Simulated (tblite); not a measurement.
# Saddle-point search of C8H10OS

The run: saddle-point search of C8H10OS. Method and program: GFN2-xTB saddle search (eigenvector following) and harmonic vibrations, gas phase (tblite 0.8.0).

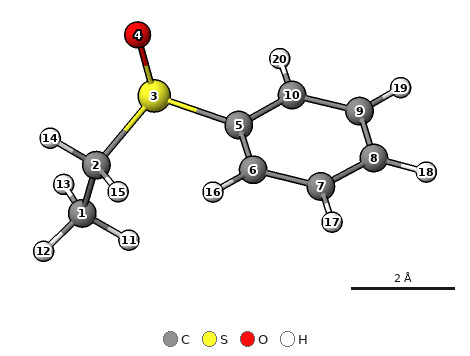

The input geometry (ball-and-stick view, seen at an oblique angle; atoms are numbered from 1 in the order of the input).

## Summary

- outcome: converged
- total energy: −802.5925 eV
- point group: C1
- hardware: 1 CPU thread, shared host
- wall time: 12 s
- peak memory: 0.2 GiB

## Input file
```
{"job": {"xc": "GFN2-xTB", "basis": "xTB", "kind": "saddle"}, "charge": 0, "multiplicity": 1}
C      3.045636    -0.323569    -0.431026
C      2.196199     0.908557    -0.196973
S      1.104503     0.579122     1.277321
O      0.879724     1.880509     1.912984
C     -0.496798     0.133813     0.478566
C     -0.939473     0.441318    -0.795351
C     -2.177572    -0.018764    -1.220790
C     -2.978085    -0.766013    -0.375000
C     -2.556649    -1.030053     0.918239
C     -1.317604    -0.582443     1.338183
H      2.424466    -1.161922    -0.738350
H      3.790889    -0.143323    -1.203151
H      3.561987    -0.596367     0.486794
H      2.799633     1.764587     0.101819
H      1.614659     1.175526    -1.074247
H     -0.348139     1.039413    -1.472017
H     -2.515112     0.205248    -2.222458
H     -3.930667    -1.139106    -0.720828
H     -3.185701    -1.589984     1.593465
H     -0.971895    -0.776549     2.342818
```

The first line tells a small driver script what to run in tblite; the rest is the geometry in Å.

Run as:
```bash
OMP_NUM_THREADS=1 python <driver script> task.json out
```

## The program's output
```
step      E/eV     max force
  0    -802.52980   0.1090
  1    -802.55148   0.1799
  2    -802.56385   0.2086
  3    -802.57102   0.1271
  4    -802.56597   0.1365
  5    -802.57789   0.1764
  6    -802.58626   0.0601
  7    -802.59138   0.0984
  8    -802.59387   0.1148
  9    -802.59378   0.0895
 10    -802.59169   0.2873
 11    -802.59395   0.0180
 12    -802.59309   0.0313
 13    -802.59261   0.0332
 14    -802.59253   0.0348
 15    -802.59255   0.0032
lowest wavenumbers (cm-1): -43.0 96.9 128.1 153.7 180.2 204.8
```

## Trajectory as extended XYZ (Å, eV, eV/Å), 12 frames, from step=0 to step=15
```
20
Properties=species:S:1:pos:R:3:forces:R:3 step=0 energy=-802.52980
C     3.0456   -0.3236   -0.4310   -0.0080  -0.0080  -0.0040
C     2.1962    0.9086   -0.1970    0.0010  -0.0020   0.0150
S     1.1045    0.5791    1.2773   -0.0160   0.0480   0.0170
O     0.8797    1.8805    1.9130   -0.0560   0.0620  -0.0700
C    -0.4968    0.1338    0.4786    0.0110  -0.0110  -0.0030
C    -0.9395    0.4413   -0.7954    0.0140  -0.0210   0.0190
C    -2.1776   -0.0188   -1.2208    0.0210   0.0060  -0.0010
C    -2.9781   -0.7660   -0.3750    0.0010   0.0000   0.0200
C    -2.5566   -1.0301    0.9182    0.0080  -0.0080  -0.0130
C    -1.3176   -0.5824    1.3382    0.0020  -0.0350   0.0060
H     2.4245   -1.1619   -0.7383   -0.0070  -0.0090  -0.0060
H     3.7909   -0.1433   -1.2032   -0.0220   0.0010  -0.0140
H     3.5620   -0.5964    0.4868    0.0110  -0.0170  -0.0160
H     2.7996    1.7646    0.1018    0.0140  -0.0040   0.0090
H     1.6147    1.1755   -1.0742   -0.0040   0.0060   0.0200
H    -0.3481    1.0394   -1.4720    0.0270  -0.0120   0.0070
H    -2.5151    0.2052   -2.2225    0.0180   0.0190   0.0130
H    -3.9307   -1.1391   -0.7208   -0.0090   0.0340   0.0050
H    -3.1857   -1.5900    1.5935   -0.0090  -0.0050  -0.0030
H    -0.9719   -0.7765    2.3428    0.0040  -0.0450   0.0010
20
Properties=species:S:1:pos:R:3:forces:R:3 step=1 energy=-802.55148
C     3.0216   -0.3173   -0.4597   -0.0110   0.0100   0.0190
C     2.2017    0.9233   -0.1667    0.0160   0.0030  -0.0110
S     1.0986    0.6054    1.3004   -0.0620   0.1630   0.0440
O     0.8092    1.9301    1.8668   -0.0010  -0.1050  -0.1060
C    -0.4760    0.0913    0.4896    0.0140  -0.0020   0.0180
C    -0.9002    0.3884   -0.7926    0.0050  -0.0100   0.0020
C    -2.1463   -0.0438   -1.2222    0.0010  -0.0090   0.0180
C    -2.9750   -0.7539   -0.3704    0.0100   0.0100  -0.0100
C    -2.5640   -1.0223    0.9252    0.0120  -0.0090  -0.0020
C    -1.3155   -0.6034    1.3497    0.0020  -0.0170  -0.0090
H     2.3820   -1.1371   -0.7801   -0.0160   0.0110   0.0110
H     3.7473   -0.1196   -1.2470   -0.0260  -0.0090   0.0070
H     3.5618   -0.6285    0.4330   -0.0260  -0.0020  -0.0390
H     2.8305    1.7532    0.1571    0.0020  -0.0290  -0.0030
H     1.6208    1.2428   -1.0285    0.0280   0.0030   0.0480
H    -0.2871    0.9602   -1.4731    0.0020  -0.0160   0.0130
H    -2.4695    0.1799   -2.2285    0.0060   0.0080   0.0110
H    -3.9421   -1.0920   -0.7137    0.0180   0.0250   0.0080
H    -3.2142   -1.5571    1.6020    0.0160   0.0000  -0.0110
H    -0.9835   -0.7998    2.3586    0.0100  -0.0240  -0.0070
20
Properties=species:S:1:pos:R:3:forces:R:3 step=2 energy=-802.56385
C     2.9860   -0.3110   -0.4806   -0.0400   0.0340   0.0380
C     2.2125    0.9487   -0.1374    0.0350   0.0250  -0.0610
S     1.0929    0.6275    1.3140   -0.0760   0.1860   0.0560
O     0.7485    1.9571    1.8398    0.0300  -0.1610  -0.1110
C    -0.4552    0.0595    0.4886    0.0190   0.0090   0.0250
C    -0.8664    0.3396   -0.8016    0.0050   0.0050  -0.0100
C    -2.1217   -0.0696   -1.2272   -0.0110  -0.0220   0.0360
C    -2.9701   -0.7445   -0.3649    0.0180   0.0170  -0.0380
C    -2.5617   -1.0160    0.9308    0.0110  -0.0080   0.0010
C    -1.3053   -0.6178    1.3525    0.0010  -0.0020  -0.0170
H     2.3128   -1.1051   -0.8012    0.0050   0.0450   0.0280
H     3.6951   -0.1176   -1.2841   -0.0280  -0.0030   0.0130
H     3.5433   -0.6574    0.3897   -0.0630   0.0070  -0.0650
H     2.8740    1.7426    0.2190   -0.0470  -0.0910  -0.0390
H     1.6412    1.3302   -0.9843    0.0750  -0.0340   0.1130
H    -0.2357    0.8817   -1.4913   -0.0170  -0.0190   0.0340
H    -2.4383    0.1494   -2.2365    0.0020   0.0010   0.0070
H    -3.9509   -1.0521   -0.7002    0.0480   0.0170   0.0070
H    -3.2232   -1.5314    1.6119    0.0230   0.0020  -0.0140
H    -0.9778   -0.8138    2.3630    0.0080  -0.0070  -0.0040
20
Properties=species:S:1:pos:R:3:forces:R:3 step=4 energy=-802.56597
C     2.9560   -0.2689   -0.5358    0.0330   0.0190   0.0120
C     2.2131    0.9760   -0.1008   -0.0380  -0.0220  -0.0180
S     1.0981    0.5923    1.3373   -0.0080   0.0180  -0.0010
O     0.6984    1.8990    1.8711    0.0140   0.0190   0.0010
C    -0.4281    0.0023    0.4961   -0.0910  -0.0390   0.0440
C    -0.8039    0.2375   -0.8143   -0.0260   0.0010  -0.0160
C    -2.0739   -0.1286   -1.2391   -0.0460  -0.0580   0.1030
C    -2.9678   -0.7231   -0.3594    0.0780   0.0560  -0.0970
C    -2.5863   -0.9690    0.9499    0.0250  -0.0050   0.0150
C    -1.3179   -0.6094    1.3733    0.0190   0.0310  -0.0770
H     2.2655   -1.0340   -0.8790   -0.0660  -0.0270  -0.0200
H     3.6436   -0.0378   -1.3486   -0.0130  -0.0190   0.0330
H     3.5283   -0.6724    0.2971   -0.0050  -0.0040  -0.0300
H     2.8906    1.7301    0.2959    0.0490   0.0110   0.0220
H     1.6421    1.4249   -0.9088   -0.0180   0.0240   0.0150
H    -0.1348    0.7124   -1.5204   -0.0710  -0.0500   0.0830
H    -2.3668    0.0654   -2.2610   -0.0040  -0.0130   0.0180
H    -3.9632   -0.9867   -0.6915    0.0820   0.0130  -0.0040
H    -3.2798   -1.4295    1.6420    0.0750   0.0340  -0.0610
H    -1.0131   -0.7805    2.3959    0.0100   0.0120  -0.0220
20
Properties=species:S:1:pos:R:3:forces:R:3 step=5 energy=-802.57789
C     2.9028   -0.2883   -0.5492   -0.1030   0.0200   0.0810
C     2.2132    0.9834   -0.0863    0.0560   0.0150  -0.0690
S     1.0956    0.6323    1.3558   -0.0540   0.0740  -0.0070
O     0.6965    1.9528    1.8593    0.0330  -0.0520  -0.0280
C    -0.4234    0.0245    0.5099    0.0280   0.0270  -0.0100
C    -0.7949    0.2518   -0.8026    0.0400   0.0080   0.0520
C    -2.0511   -0.1365   -1.2400    0.0310   0.0100  -0.0600
C    -2.9352   -0.7461   -0.3712   -0.0190  -0.0290   0.0840
C    -2.5627   -0.9800    0.9431   -0.0170  -0.0110  -0.0340
C    -1.3081   -0.5977    1.3792    0.0270   0.0030   0.0370
H     2.1778   -1.0215   -0.9076    0.0450   0.0980   0.0580
H     3.5970   -0.0701   -1.3574    0.0060  -0.0020  -0.0200
H     3.4658   -0.7305    0.2741   -0.0890   0.0330  -0.0850
H     2.9318    1.7040    0.3171   -0.0790  -0.1070  -0.0700
H     1.6437    1.4737   -0.8787    0.1130  -0.0610   0.1210
H    -0.1321    0.7371   -1.4993    0.0540   0.0340  -0.0340
H    -2.3400    0.0497   -2.2644    0.0130  -0.0030   0.0080
H    -3.9163   -1.0300   -0.7152   -0.0640  -0.0350  -0.0130
H    -3.2510   -1.4499    1.6282   -0.0210  -0.0220   0.0080
H    -1.0095   -0.7588    2.4052    0.0000   0.0000  -0.0180
20
Properties=species:S:1:pos:R:3:forces:R:3 step=6 energy=-802.58626
C     2.8603   -0.2680   -0.5856   -0.0320   0.0060   0.0280
C     2.2118    0.9997   -0.0666    0.0140  -0.0050  -0.0260
S     1.1040    0.6176    1.3747   -0.0090   0.0280  -0.0010
O     0.7048    1.9251    1.9077    0.0070  -0.0090  -0.0120
C    -0.4129    0.0183    0.5223   -0.0110   0.0060  -0.0110
C    -0.7583    0.2102   -0.8033    0.0180   0.0030   0.0230
C    -2.0135   -0.1766   -1.2487   -0.0070  -0.0080   0.0050
C    -2.9212   -0.7505   -0.3756    0.0240  -0.0030   0.0070
C    -2.5698   -0.9561    0.9493   -0.0040  -0.0010  -0.0220
C    -1.3171   -0.5742    1.3938    0.0170   0.0100  -0.0070
H     2.1121   -0.9660   -0.9586    0.0030   0.0350   0.0190
H     3.5515   -0.0396   -1.3948   -0.0110  -0.0060   0.0000
H     3.4184   -0.7553    0.2128   -0.0430   0.0090  -0.0410
H     2.9517    1.6841    0.3520   -0.0130  -0.0380  -0.0180
H     1.6468    1.5348   -0.8283    0.0340  -0.0150   0.0460
H    -0.0749    0.6633   -1.5053   -0.0060   0.0020   0.0200
H    -2.2838   -0.0160   -2.2826    0.0090  -0.0090   0.0170
H    -3.9027   -1.0326   -0.7259    0.0030  -0.0120  -0.0040
H    -3.2733   -1.4037    1.6356    0.0080  -0.0010  -0.0110
H    -1.0338   -0.7144    2.4271   -0.0010   0.0070  -0.0120
20
Properties=species:S:1:pos:R:3:forces:R:3 step=8 energy=-802.59387
C     2.7825   -0.2238   -0.6691    0.0000   0.0350   0.0340
C     2.1999    1.0214   -0.0293    0.0040  -0.0280  -0.0270
S     1.1306    0.5624    1.4190   -0.0350   0.0960   0.0080
O     0.7464    1.8376    2.0388    0.0320  -0.0950  -0.0560
C    -0.3979    0.0103    0.5554   -0.0410  -0.0060  -0.0080
C    -0.6877    0.1279   -0.7932    0.0140  -0.0010   0.0500
C    -1.9329   -0.2625   -1.2635   -0.0350  -0.0190   0.0220
C    -2.8849   -0.7671   -0.3933    0.0480   0.0050   0.0350
C    -2.5909   -0.8928    0.9571   -0.0180   0.0050  -0.0670
C    -1.3484   -0.5078    1.4268    0.0380   0.0220  -0.0260
H     1.9977   -0.8683   -1.0589   -0.0050   0.0010   0.0110
H     3.4482    0.0408   -1.4895   -0.0150   0.0010   0.0270
H     3.3532   -0.7869    0.0677   -0.0270   0.0130  -0.0360
H     2.9798    1.6434    0.4111    0.0040  -0.0130  -0.0110
H     1.6249    1.6355   -0.7208    0.0220  -0.0190   0.0380
H     0.0307    0.5242   -1.4951   -0.0250  -0.0040   0.0360
H    -2.1585   -0.1628   -2.3168    0.0070  -0.0110   0.0570
H    -3.8555   -1.0587   -0.7663    0.0100  -0.0050   0.0060
H    -3.3297   -1.2846    1.6420    0.0260   0.0110  -0.0380
H    -1.1076   -0.5881    2.4781   -0.0040   0.0100  -0.0530
20
Properties=species:S:1:pos:R:3:forces:R:3 step=9 energy=-802.59378
C     2.7580   -0.2076   -0.6993    0.0010   0.0150   0.0480
C     2.1980    1.0242   -0.0132    0.0130  -0.0070  -0.0510
S     1.1381    0.5422    1.4329   -0.0060   0.0000  -0.0250
O     0.7649    1.8069    2.0748   -0.0010   0.0060   0.0080
C    -0.3953    0.0098    0.5666   -0.0210  -0.0030  -0.0080
C    -0.6675    0.1012   -0.7868   -0.0030  -0.0020   0.0320
C    -1.9075   -0.2949   -1.2658   -0.0150  -0.0060   0.0060
C    -2.8728   -0.7764   -0.3988    0.0200  -0.0030   0.0350
C    -2.5991   -0.8691    0.9577   -0.0140   0.0040  -0.0430
C    -1.3609   -0.4807    1.4359    0.0170   0.0090  -0.0090
H     1.9629   -0.8329   -1.1021    0.0260   0.0250   0.0310
H     3.4172    0.0785   -1.5177   -0.0070  -0.0100   0.0250
H     3.3309   -0.8023    0.0123   -0.0440   0.0460  -0.0560
H     2.9934    1.6222    0.4363   -0.0320  -0.0330  -0.0340
H     1.6197    1.6689   -0.6761    0.0520  -0.0530   0.0500
H     0.0603    0.4816   -1.4861   -0.0070   0.0110   0.0080
H    -2.1176   -0.2194   -2.3236    0.0040  -0.0020   0.0340
H    -3.8382   -1.0755   -0.7793    0.0050  -0.0030   0.0070
H    -3.3496   -1.2397    1.6407    0.0140   0.0020  -0.0220
H    -1.1351   -0.5369    2.4915   -0.0030   0.0020  -0.0350
20
Properties=species:S:1:pos:R:3:forces:R:3 step=10 energy=-802.59169
C     2.7724   -0.1961   -0.7036    0.0370   0.0290  -0.0500
C     2.1930    1.0212   -0.0189   -0.0270  -0.0180   0.0680
S     1.1465    0.5106    1.4307   -0.0820   0.2340   0.0670
O     0.7905    1.7621    2.1195    0.0670  -0.2370  -0.1480
C    -0.4010    0.0105    0.5669   -0.0080   0.0000   0.0350
C    -0.6692    0.0941   -0.7875    0.0120  -0.0020   0.0150
C    -1.9086   -0.3023   -1.2672   -0.0260  -0.0070   0.0080
C    -2.8785   -0.7745   -0.4001    0.0220   0.0010   0.0180
C    -2.6111   -0.8538    0.9583   -0.0110   0.0020  -0.0390
C    -1.3729   -0.4668    1.4371    0.0320   0.0130  -0.0180
H     1.9879   -0.8375   -1.0899   -0.0710  -0.0690  -0.0480
H     3.4173    0.0973   -1.5311   -0.0170   0.0000   0.0240
H     3.3620   -0.7714    0.0020    0.0620  -0.0580   0.0550
H     2.9758    1.6309    0.4255    0.0660   0.0540   0.0500
H     1.6069    1.6511   -0.6798   -0.0640   0.0580  -0.0440
H     0.0608    0.4681   -1.4882   -0.0080  -0.0050   0.0130
H    -2.1134   -0.2356   -2.3265   -0.0030  -0.0010   0.0280
H    -3.8420   -1.0774   -0.7821    0.0000   0.0010   0.0050
H    -3.3656   -1.2155    1.6415    0.0150   0.0040  -0.0190
H    -1.1510   -0.5151    2.4935    0.0020   0.0010  -0.0210
20
Properties=species:S:1:pos:R:3:forces:R:3 step=12 energy=-802.59309
C     2.7835   -0.1864   -0.7085   -0.0010   0.0000   0.0020
C     2.1916    1.0236   -0.0151    0.0030  -0.0030   0.0020
S     1.1476    0.4941    1.4268   -0.0080   0.0280   0.0060
O     0.7894    1.7338    2.1252    0.0080  -0.0250  -0.0170
C    -0.4004   -0.0002    0.5639   -0.0050  -0.0010   0.0060
C    -0.6670    0.0745   -0.7909    0.0000   0.0010   0.0010
C    -1.9113   -0.3112   -1.2674   -0.0040  -0.0020   0.0050
C    -2.8856   -0.7675   -0.3973    0.0060   0.0020  -0.0030
C    -2.6182   -0.8411    0.9603    0.0010  -0.0010  -0.0020
C    -1.3764   -0.4625    1.4364    0.0060   0.0020  -0.0050
H     2.0043   -0.8364   -1.1006    0.0060   0.0050   0.0020
H     3.4242    0.1208   -1.5334   -0.0070  -0.0050   0.0070
H     3.3825   -0.7621   -0.0062   -0.0070   0.0060  -0.0050
H     2.9701    1.6384    0.4373   -0.0030  -0.0040  -0.0010
H     1.5977    1.6553   -0.6724    0.0030  -0.0040   0.0020
H     0.0678    0.4345   -1.4937   -0.0050   0.0000   0.0050
H    -2.1167   -0.2489   -2.3261   -0.0010   0.0010   0.0020
H    -3.8530   -1.0617   -0.7762    0.0010   0.0000  -0.0010
H    -3.3755   -1.1920    1.6454    0.0050   0.0000  -0.0040
H    -1.1546   -0.5051    2.4925    0.0010   0.0000  -0.0030
20
Properties=species:S:1:pos:R:3:forces:R:3 step=13 energy=-802.59261
C     2.7955   -0.1721   -0.7168   -0.0020   0.0050   0.0010
C     2.1865    1.0243   -0.0145    0.0020  -0.0040   0.0010
S     1.1533    0.4665    1.4250   -0.0080   0.0290   0.0050
O     0.8000    1.6917    2.1509    0.0090  -0.0270  -0.0170
C    -0.4012   -0.0105    0.5641   -0.0070  -0.0020   0.0070
C    -0.6629    0.0527   -0.7924    0.0000   0.0010   0.0010
C    -1.9104   -0.3232   -1.2683   -0.0060  -0.0030   0.0070
C    -2.8921   -0.7601   -0.3964    0.0090   0.0030  -0.0040
C    -2.6291   -0.8231    0.9626    0.0010   0.0000  -0.0030
C    -1.3846   -0.4530    1.4384    0.0070   0.0040  -0.0070
H     2.0258   -0.8330   -1.1091    0.0020   0.0030   0.0010
H     3.4279    0.1494   -1.5425   -0.0060  -0.0030   0.0060
H     3.4064   -0.7416   -0.0199   -0.0030   0.0030  -0.0010
H     2.9563    1.6473    0.4414   -0.0030  -0.0040  -0.0010
H     1.5823    1.6513   -0.6669    0.0030  -0.0040   0.0020
H     0.0780    0.3964   -1.4970   -0.0070  -0.0020   0.0070
H    -2.1123   -0.2690   -2.3281   -0.0010   0.0000   0.0030
H    -3.8616   -1.0477   -0.7750    0.0020   0.0000  -0.0010
H    -3.3918   -1.1594    1.6491    0.0060   0.0020  -0.0060
H    -1.1662   -0.4869    2.4956    0.0010   0.0000  -0.0040
20
Properties=species:S:1:pos:R:3:forces:R:3 step=15 energy=-802.59255
C     2.8029   -0.1620   -0.7223    0.0000   0.0000   0.0000
C     2.1827    1.0246   -0.0140   -0.0010   0.0000   0.0000
S     1.1573    0.4474    1.4231    0.0000  -0.0010  -0.0030
O     0.8084    1.6615    2.1681    0.0000   0.0010   0.0030
C    -0.4017   -0.0171    0.5642    0.0010   0.0000  -0.0010
C    -0.6603    0.0376   -0.7931    0.0000   0.0000   0.0000
C    -1.9097   -0.3319   -1.2688    0.0000   0.0000  -0.0010
C    -2.8959   -0.7553   -0.3959   -0.0010   0.0000   0.0000
C    -2.6358   -0.8104    0.9639    0.0000   0.0000   0.0000
C    -1.3898   -0.4458    1.4396    0.0000   0.0000   0.0000
H     2.0399   -0.8291   -1.1167   -0.0010  -0.0010   0.0000
H     3.4309    0.1694   -1.5473    0.0010   0.0010  -0.0010
H     3.4201   -0.7281   -0.0286    0.0010  -0.0020   0.0020
H     2.9464    1.6527    0.4448    0.0000   0.0000   0.0000
H     1.5718    1.6483   -0.6631    0.0000   0.0000   0.0000
H     0.0845    0.3700   -1.4986    0.0000   0.0000   0.0000
H    -2.1094   -0.2836   -2.3292    0.0000   0.0000   0.0000
H    -3.8667   -1.0387   -0.7744    0.0000   0.0000   0.0000
H    -3.4020   -1.1365    1.6511    0.0000   0.0000   0.0000
H    -1.1735   -0.4732    2.4973    0.0000   0.0000   0.0000
```
